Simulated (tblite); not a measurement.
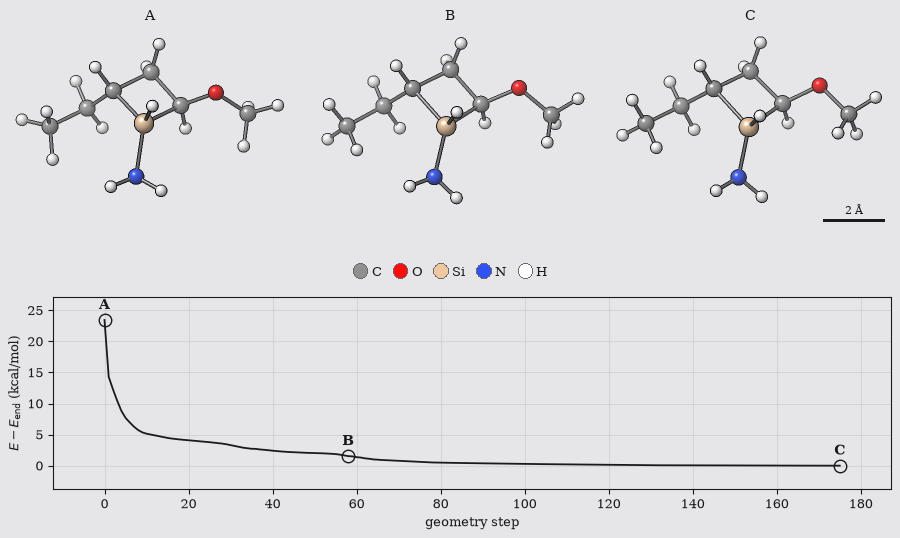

Frames of a relaxation of C6H15NOSi, marked on the history of the run. A ball-and-stick model, seen from a free direction.

Computed with GFN2-xTB geometry optimisation, gas phase (tblite 0.8.0). 

> Describe the path.

Over 175 geometry steps the energy falls by 23.4 kcal/mol. An H atom moves most after the best rigid fit: 1.22 Å. Largest moves by element: H 1.22 Å, O 0.60 Å, N 0.47 Å, C 0.45 Å, Si 0.30 Å. Some distances before and after: C–Si 1.810 → 1.917 Å, C–Si 1.862 → 1.922 Å, N–Si 1.777 → 1.725 Å, C–H 1.134 → 1.092 Å. Bond angles that change, for instance: Si–N–H 108.7° → 118.6°, O–C–Si 109.3° → 118.4°, C–C–H 115.8° → 109.4°. Groups turn about C–O by about 55°, C–C by about 35°. From step 0 to 58: H atoms move most (0.72 Å), energy −21.9 kcal/mol. From step 58 to 175: an H atom moves most (0.70 Å), energy −1.54 kcal/mol.

```tsv
step	E − E(0), kcal/mol
0	0.00
1	-9.14
2	-11.13
3	-12.95
4	-14.60
5	-15.73
6	-16.47
7	-17.15
8	-17.70
9	-18.07
10	-18.29
19	-19.29
27	-19.80
36	-20.73
45	-21.27
53	-21.48
62	-22.25
71	-22.67
79	-22.93
88	-23.04
97	-23.11
106	-23.20
114	-23.27
123	-23.31
132	-23.37
140	-23.38
149	-23.39
158	-23.41
166	-23.42
175	-23.43
```
